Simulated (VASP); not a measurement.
# BW2 under strain, part 3 of 4

How does the pressure of BW2 answer to a change of volume? The bands are shown for each cell. All runs use LDA. Left out of this account: 1 further run (fields: a reference on another mesh). The start is a cell from a database of measured crystal structures.

VASP 6.6.1; LDA; plane waves and PAW (B, W).

Still holding for the runs below: Spin-orbit coupling is off here; with elements this heavy it splits and shifts levels by tenths of an eV or more.

So far, pressure (GPa): step 2 (bands, cell as listed) -10.3; step 3 (cell volume +4.0 %) -22.0; step 4 (cell volume +8.0 %) -31.5.

## Step 5: Bands, sheared, principal strains -0.9, -0.1, +1.0 %

The cell is sheared at fixed volume, which lowers its symmetry.

INCAR

```
SYSTEM = BW2
PREC = Accurate
ENCUT = 420
EDIFF = 1E-06
NELM = 100
ISMEAR = -1
SIGMA = 0.05
LREAL = .FALSE.
ALGO = Normal
GGA = CA
NBANDS = 31
LASPH = .TRUE.
LORBIT = 11
LWAVE = .FALSE.
LCHARG = .FALSE.
KPAR = 4
```

POSCAR

```
BW2
1.0
   -2.8140740000      2.7770500000      2.3419630000
    2.8206490000     -2.8005220000      2.3772280000
    2.7907390000      2.7771860000     -2.3695110000
B W
2 4
Direct
    0.2500000000      0.2500000000      0.0000000000
    0.7500000000      0.7500000000      0.0000000000
    0.6692000000      0.1692000000      0.8384000000
    0.1692000000      0.3308000000      0.5000000000
    0.3308000000      0.8308000000      0.1616000000
    0.8308000000      0.6692000000      0.5000000000
```

KPOINTS

```
Automatic mesh
0
Gamma
8 8 8
0 0 0
```

KPOINTS_OPT

```
Line mode
16
Line-mode
Reciprocal
  0.00000000  -0.50000000   0.00000000 X
  0.00000000   0.00000000   0.00000000 GAMMA

  0.00000000   0.00000000   0.00000000 GAMMA
 -0.50000000   0.50000000   0.00000000 Y

 -0.50000000   0.00000000   0.00000000 L
  0.00000000   0.00000000   0.00000000 GAMMA

  0.00000000   0.00000000   0.00000000 GAMMA
  0.50000000   0.00000000  -0.50000000 Z

  0.50000000  -0.50000000  -0.50000000 N
  0.00000000   0.00000000   0.00000000 GAMMA

  0.00000000   0.00000000   0.00000000 GAMMA
  0.00000000   0.50000000  -0.50000000 M

  0.00000000   0.00000000  -0.50000000 R
  0.00000000   0.00000000   0.00000000 GAMMA
```

The projector-augmented-wave data sets are B and W (LDA family, release 64).

Run with:

```
mpirun -np 4 vasp_std
```

The log of the run:

```text
[... set-up lines as in an earlier step ...]
 entering main loop
       N       E                     dE             d eps       ncg     rms          rms(c)
DAV:   1     0.518049695986E+02    0.51805E+02   -0.11392E+04 16120   0.734E+02
DAV:   2    -0.733315205908E+02   -0.12514E+03   -0.11588E+03 19196   0.196E+02
DAV:   3    -0.788843936379E+02   -0.55529E+01   -0.53429E+01 20869   0.353E+01
DAV:   4    -0.789438742086E+02   -0.59481E-01   -0.59307E-01 18497   0.373E+00
DAV:   5    -0.789443711452E+02   -0.49694E-03   -0.49667E-03 20884   0.283E-01    0.496E+01
DAV:   6    -0.740517817716E+02    0.48926E+01   -0.63737E+00 20452   0.141E+01    0.195E+01
DAV:   7    -0.735281390750E+02    0.52364E+00   -0.19808E+00 18526   0.608E+00    0.785E+00
DAV:   8    -0.734341501393E+02    0.93989E-01   -0.18350E-01 20410   0.188E+00    0.559E-01
DAV:   9    -0.734298176328E+02    0.43325E-02   -0.16112E-02 20192   0.630E-01    0.427E-01
DAV:  10    -0.734284213680E+02    0.13963E-02   -0.19824E-03 21338   0.274E-01    0.254E-01
DAV:  11    -0.734281205010E+02    0.30087E-03   -0.87328E-04 19218   0.122E-01    0.473E-02
DAV:  12    -0.734280960272E+02    0.24474E-04   -0.67181E-05 18928   0.394E-02    0.229E-02
DAV:  13    -0.734280963048E+02   -0.27761E-06   -0.62180E-06 18971   0.130E-02
   1 F= -.73428096E+02 E0= -.73411611E+02  d E =-.329707E-01
 Start KPOINTS_OPT (optional k-point list driver)
k-point batch [1-112\112]
       N       E                     dE             ncg
DAV:   1     0.376474073941E+05   -0.15528E+05     6944
DAV:   2     0.236565236631E+05   -0.13991E+05     8078
DAV:   3     0.230063006097E+05   -0.65022E+03     8956
DAV:   4     0.229987388801E+05   -0.75617E+01     7960
DAV:   5     0.229986683257E+05   -0.70554E-01     9167
DAV:   6     0.229986668177E+05   -0.15080E-02     7853
DAV:   7     0.229986667694E+05   -0.48239E-04     8464
DAV:   8     0.229986667677E+05   -0.17379E-05     5972
DAV:   9     0.229986667676E+05   -0.10242E-06     5718
```

Run time: 53 s. Hardware: 4 MPI ranks of Intel Xeon 6975P-C (Granite Rapids), shared host; peak memory 2.5 GiB; 3.5 min of CPU time.

OUTCAR, selected parts (step 5):

```text
   k-points           NKPTS =    260   k-points in BZ     NKDIM =    260   number of bands    NBANDS=     31

   ENCUT  =  420.0 eV  30.87 Ry    5.56 a.u.   7.68  7.74  7.68*2*pi/ulx,y,z

   NELECT =      30.0000    total number of electrons

 E-fermi :   8.3777

 k-point     1 :       0.0000    0.0000    0.0000
  band No.  band energies     occupation
    ...
     11       5.1820      2.00000
     12       5.6226      2.00000
     13       6.9833      2.00000
     14       7.2839      2.00000
     15       8.3987      0.79313
     16       8.9998      0.00001
     17       9.0758      0.00000
     18       9.7277      0.00000
     19      10.7258      0.00000
     20      10.7990      0.00000
    ...

  Total       -5.9249587     -4.3915638     -3.7264968      0.6734806      0.7132849     -0.1718378
  in kB     -129.0870954    -95.6790164    -81.1891984     14.6731242     15.5403411     -3.7438298
  external PRESSURE =    -101.9851034 kB  Pullay stress =       0.0000000 kB

 POSITION                                       TOTAL-FORCE (eV/Angst)
 -----------------------------------------------------------------------------------
      0.00164     -0.00587      1.17980        -0.005028     -0.001339     -0.003447
      0.00493     -0.01760      3.53939         0.005028      0.001339      0.003447
      0.93383      3.71295     -0.01713         0.180937      0.117391     -0.029841
      1.85230      0.93206     -0.00211        -0.124548      0.063449     -0.049475
      1.86348     -0.95923      2.36681        -0.180937     -0.117391      0.029841
      0.94502      1.82166      2.35179         0.124548     -0.063449      0.049475
 -----------------------------------------------------------------------------------
    total drift:                               -0.000000      0.000000      0.000000

  FREE ENERGIE OF THE ION-ELECTRON SYSTEM (eV)
  ---------------------------------------------------
  free  energy   TOTEN  =       -73.4280963048 eV

  energy  without entropy=      -73.3951256402  energy(sigma->0) =      -73.41161097

[... 1 part as in an earlier step ...]

[... 14 further parts left out ...]
```

The path and its labels are those of the sheared lattice, so a letter need not mean the same point as in the unstrained cell.

This step gave:

| Property | Result |
| --- | --- |
| electronic steps | 13 |
| irreducible k points | 260 |
| symmetry operations | 2 |
| free energy (TOTEN) | -73.4281 eV |
| energy at zero smearing | -73.4116 eV |
| Fermi energy | 8.378 eV |
| pressure | -10.20 GPa |

The electronic bands at the labelled points (eV, zero at the Fermi level; # counts the bands kept):

```
    point    #12    #13    #14    #15   #16   #17   #18   #19
        X  -2.92  -1.65  -1.65   0.28  0.28  1.89  1.98  2.44
        Γ  -2.75  -1.39  -1.09   0.02  0.62  0.70  1.35  2.35
        Y  -2.21  -1.18  -0.58  -0.48  0.25  0.42  0.78  2.80
jump to L  -2.91  -1.74  -1.65   0.33  0.35  1.89  1.90  2.45
        Γ  -2.75  -1.39  -1.09   0.02  0.62  0.70  1.35  2.35
        Z  -2.90  -1.73  -1.60   0.29  0.30  1.89  1.95  2.42
jump to N  -1.92  -1.88  -1.88  -1.07  0.03  0.10  0.17  1.55
        Γ  -2.75  -1.39  -1.09   0.02  0.62  0.70  1.35  2.35
        M  -2.95  -1.67  -1.62   0.27  0.28  1.91  1.95  2.53
jump to R  -2.24  -1.18  -0.68  -0.45  0.30  0.44  0.76  2.79
        Γ  -2.75  -1.39  -1.09   0.02  0.62  0.70  1.35  2.35
```

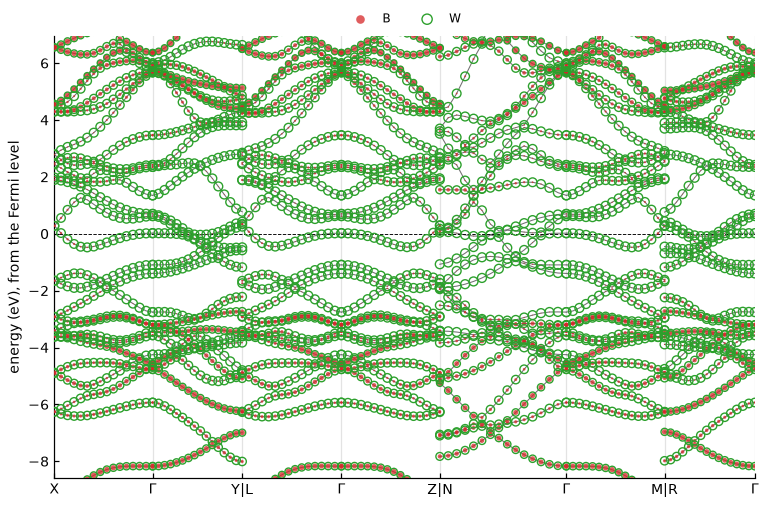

Electronic bands along the path; dots are coloured as in the legend, and their area grows with the weight.

Force by atom:

```
atom  x (eV/Å)  y (eV/Å)  z (eV/Å)   size
  B1    -0.005    -0.001    -0.003  0.006
  B2     0.005     0.001     0.003  0.006
  W3     0.181     0.117    -0.030  0.218
  W4    -0.125     0.063    -0.049  0.148
  W5    -0.181    -0.117     0.030  0.218
  W6     0.125    -0.063     0.049  0.148
```

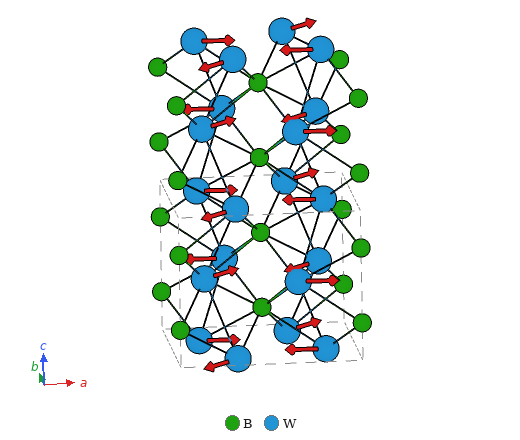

Force as arrows, the longest 0.218 eV/Å. 1×1×2 conventional cells are drawn. Some periodic images of atoms are drawn too.

 The pressure is -10.20 GPa, and the symmetry operations fall from 16 to 2.

## Step 6: Bands, volume times 0.96

The cell is compressed evenly, with fractional positions held.

INCAR is that of step 5.

POSCAR, as its differences from that of step 5:

```diff
@@ -2,5 +2,5 @@
 1.0
-   -2.8140740000      2.7770500000      2.3419630000
-    2.8206490000     -2.8005220000      2.3772280000
-    2.7907390000      2.7771860000     -2.3695110000
+   -2.7463737660      2.7463737660      2.3399420161
+    2.7463737660     -2.7463737660      2.3399420161
+    2.7463737660      2.7463737660     -2.3399420161
 B W
```

KPOINTS is that of step 5.

KPOINTS_OPT

```
Line mode
16
Line-mode
Reciprocal
  0.00000000   0.00000000   0.00000000 GAMMA
  0.00000000   0.00000000   0.50000000 X

  0.00000000   0.00000000   0.50000000 X
 -0.50000000   0.50000000   0.50000000 M

 -0.50000000   0.50000000   0.50000000 M
  0.00000000   0.00000000   0.00000000 GAMMA

  0.00000000   0.00000000   0.00000000 GAMMA
  0.43148090   0.43148090  -0.43148090 Z

  0.43148090   0.43148090  -0.43148090 Z
  0.25000000   0.25000000   0.25000000 P

  0.25000000   0.25000000   0.25000000 P
  0.00000000   0.50000000   0.00000000 N

  0.00000000   0.50000000   0.00000000 N
 -0.43148090   0.56851910   0.43148090 Z1

 -0.43148090   0.56851910   0.43148090 Z1
 -0.50000000   0.50000000   0.50000000 M

  0.00000000   0.00000000   0.50000000 X
  0.25000000   0.25000000   0.25000000 P
```

Run with:

```
mpirun -np 4 vasp_std
```

The log of the run:

```text
[... set-up lines as in an earlier step ...]
 entering main loop
       N       E                     dE             d eps       ncg     rms          rms(c)
DAV:   1     0.572430759893E+02    0.57243E+02   -0.11470E+04  3658   0.737E+02
DAV:   2    -0.732858897913E+02   -0.13053E+03   -0.12048E+03  4332   0.201E+02
DAV:   3    -0.789624405442E+02   -0.56766E+01   -0.54700E+01  4746   0.360E+01
DAV:   4    -0.790188117847E+02   -0.56371E-01   -0.56211E-01  4245   0.369E+00
DAV:   5    -0.790192358228E+02   -0.42404E-03   -0.42388E-03  4653   0.266E-01    0.532E+01
DAV:   6    -0.741393271112E+02    0.48799E+01   -0.60798E+00  4542   0.142E+01    0.215E+01
DAV:   7    -0.736010443575E+02    0.53828E+00   -0.19335E+00  4157   0.609E+00    0.849E+00
DAV:   8    -0.735085632513E+02    0.92481E-01   -0.15955E-01  4547   0.174E+00    0.526E-01
DAV:   9    -0.735038183308E+02    0.47449E-02   -0.14081E-02  4224   0.493E-01    0.429E-01
DAV:  10    -0.735030289154E+02    0.78942E-03   -0.16656E-03  4542   0.175E-01    0.453E-02
DAV:  11    -0.735030113076E+02    0.17608E-04   -0.12329E-04  4286   0.509E-02    0.204E-02
DAV:  12    -0.735030108905E+02    0.41714E-06   -0.85202E-06  4377   0.126E-02
   1 F= -.73503011E+02 E0= -.73486061E+02  d E =-.338992E-01
 Start KPOINTS_OPT (optional k-point list driver)
k-point batch [1-59\144]
       N       E                     dE             ncg
DAV:   1     0.158413400702E+05   -0.14631E+05     3658
DAV:   2     0.820059565527E+04   -0.76407E+04     4307
DAV:   3     0.786519929644E+04   -0.33540E+03     4728
DAV:   4     0.786188959056E+04   -0.33097E+01     4240
DAV:   5     0.786186321830E+04   -0.26372E-01     4744
DAV:   6     0.786186274031E+04   -0.47799E-03     4281
DAV:   7     0.786186272849E+04   -0.11820E-04     4202
DAV:   8     0.786186272811E+04   -0.38245E-06     2984
[...]
k-point batch [119-144\144]
       N       E                     dE             ncg
DAV:   1     0.354067444178E+05   -0.14776E+05     1612
DAV:   2     0.320034119796E+05   -0.34033E+04     1948
DAV:   3     0.318609217831E+05   -0.14249E+03     1967
DAV:   4     0.318597079648E+05   -0.12138E+01     1869
DAV:   5     0.318596982212E+05   -0.97436E-02     2037
DAV:   6     0.318596980419E+05   -0.17931E-03     1851
DAV:   7     0.318596980380E+05   -0.38214E-05     1761
DAV:   8     0.318596980379E+05   -0.11722E-06     1288
```

Wall time 27 s (4 MPI ranks); peak memory 0.98 GiB; 1.7 min of CPU time.

Parts of OUTCAR (step 6):

```text
   ENCUT  =  420.0 eV  30.87 Ry    5.56 a.u.   7.58  7.58  7.58*2*pi/ulx,y,z

   NELECT =      30.0000    total number of electrons

 E-fermi :   8.8632

 k-point     1 :       0.0000    0.0000    0.0000
  band No.  band energies     occupation
    ...
     11       5.5221      2.00000
     12       6.0491      2.00000
     13       7.2987      2.00000
     14       7.6907      2.00000
     15       8.8624      1.00797
     16       9.6010      0.00000
     17       9.6010      0.00000
     18      10.3184      0.00000
     19      11.3898      0.00000
     20      11.3898      0.00000
    ...

  Total        1.6965770      1.6965770      2.2791278      0.0000000     -0.0000000      0.0000000
  in kB       38.5034635     38.5034635     51.7243320      0.0000000     -0.0000000      0.0000000
  external PRESSURE =      42.9104197 kB  Pullay stress =       0.0000000 kB

 POSITION                                       TOTAL-FORCE (eV/Angst)
 -----------------------------------------------------------------------------------
      0.00000      0.00000      1.16997         0.000000     -0.000000     -0.000000
      0.00000      0.00000      3.50991        -0.000000     -0.000000     -0.000000
      0.92937      3.67575      0.00000         0.100262      0.100262     -0.000000
      1.81700      0.92937     -0.00000        -0.100262      0.100262     -0.000000
      1.81700     -0.92937      2.33994        -0.100262     -0.100262      0.000000
      0.92937      1.81700      2.33994         0.100262     -0.100262     -0.000000
 -----------------------------------------------------------------------------------
    total drift:                               -0.000000      0.000000      0.000000

  FREE ENERGIE OF THE ION-ELECTRON SYSTEM (eV)
  ---------------------------------------------------
  free  energy   TOTEN  =       -73.5030108905 eV

  energy  without entropy=      -73.4691116484  energy(sigma->0) =      -73.48606127

[... 4 parts as in an earlier step ...]

[... 12 further parts left out ...]
```

Numbers from this step:

```yaml
electronic_steps: 12
irreducible_k_points: 59
symmetry_operations: 16
free_energy_toten: -73.5030 eV
energy_at_zero_smearing: -73.4861 eV
fermi_energy: 8.863 eV
pressure: 4.291 GPa
```

The electronic bands at the labelled points (eV, zero at the Fermi level; # counts the bands kept):

```
    point    #12    #13    #14    #15    #16    #17   #18   #19
        Γ  -2.81  -1.56  -1.17   0.00   0.74   0.74  1.46  2.53
        X  -2.28  -1.31  -0.58  -0.57   0.36   0.42  0.75  2.93
        M  -2.00  -2.00  -1.92  -1.15   0.02   0.02  0.15  1.49
        Γ  -2.81  -1.56  -1.17   0.00   0.74   0.74  1.46  2.53
        Z  -1.97  -1.97  -1.42  -0.83  -0.41  -0.41  0.57  0.95
        P  -3.35  -2.12  -2.12   0.12   0.12   1.53  1.53  2.73
        N  -3.06  -1.67  -1.67   0.29   0.29   2.02  2.02  2.64
       Z1  -1.97  -1.97  -1.42  -0.83  -0.41  -0.41  0.57  0.95
        M  -2.00  -2.00  -1.92  -1.15   0.02   0.02  0.15  1.49
jump to X  -2.28  -1.31  -0.58  -0.57   0.36   0.42  0.75  2.93
        P  -3.35  -2.12  -2.12   0.12   0.12   1.53  1.53  2.73
```

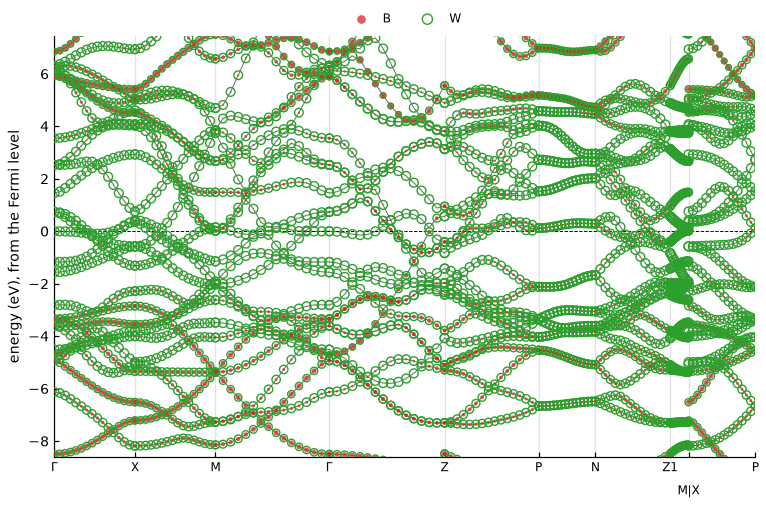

Electronic bands along the path; dots are coloured as in the legend, and their area grows with the weight.

Force by atom:

```
atom  x (eV/Å)  y (eV/Å)  z (eV/Å)   size
  B1     0.000     0.000     0.000  0.000
  B2     0.000     0.000     0.000  0.000
  W3     0.100     0.100     0.000  0.142
  W4    -0.100     0.100     0.000  0.142
  W5    -0.100    -0.100     0.000  0.142
  W6     0.100    -0.100     0.000  0.142
```

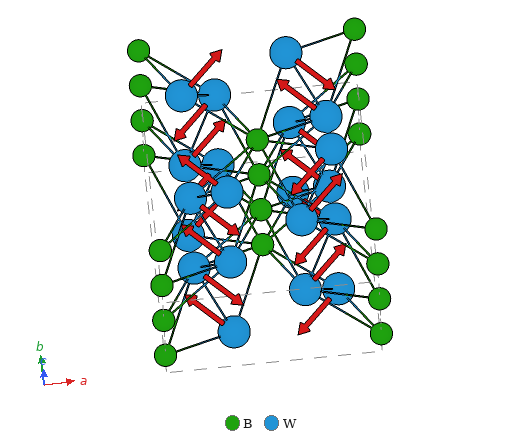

Force as arrows, the longest 0.142 eV/Å. 1×1×2 conventional cells are drawn. Some periodic images of atoms are drawn too.

 The pressure is 4.29 GPa.

(Continued in part 4 of 4.)

[Lines on the potential files, build, host, timing and source positions are cut from VASP's logs without a mark.]

[Logs are printed without paths, hosts, clocks, repeated set-up lines and the standing remarks that a program may print on its own settings, such as how far it seeks lower states.]

[Hosts, paths, dates, database ids (printed as entryN), source tags and the programs' standing remarks are cut or masked in the printed files.]

[A measured line is paired with the nearest computed mode of its activity, which favours agreement.]

[In band tables of VASP the shares of atoms and orbitals are scaled to a sum of 1 inside the atoms' spheres.]
